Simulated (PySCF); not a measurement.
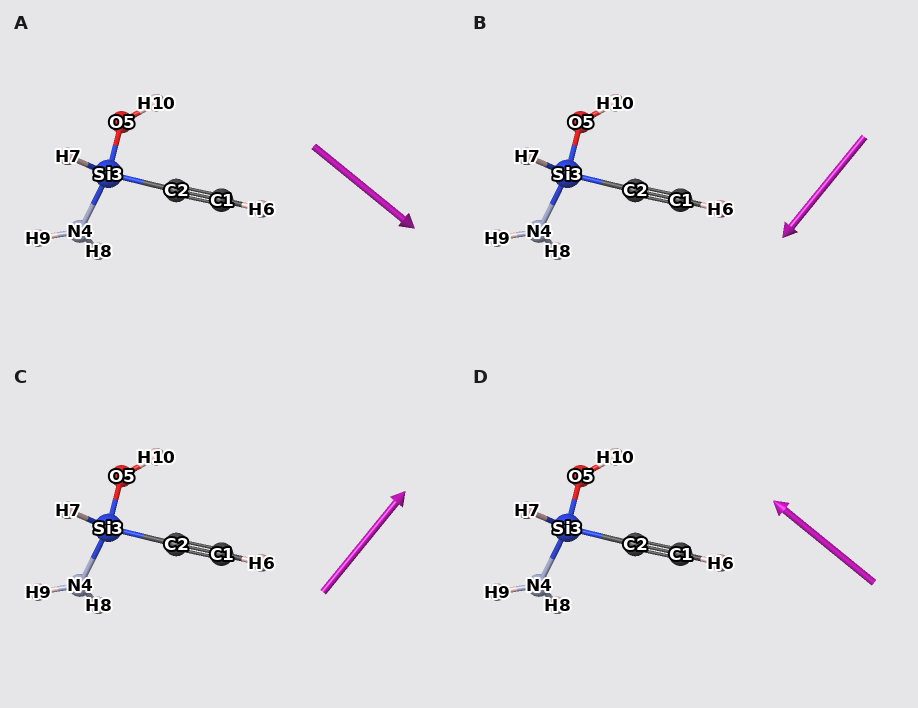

The same molecule four times, each with an arrow. The geometry was computed by an optimisation with PBE0-D3(BJ)/def2-SVP. No frequency run is at hand to confirm it as a minimum. Level of theory: PBE0/pcSseg-2, gas phase (PySCF 2.14.0).

**Which arrow points along the dipole moment, from the negative to the positive end?**

A. The dipole moment is 0.99 D; it points from the side of H7 to the side of H6 (the outermost atoms at the two ends).
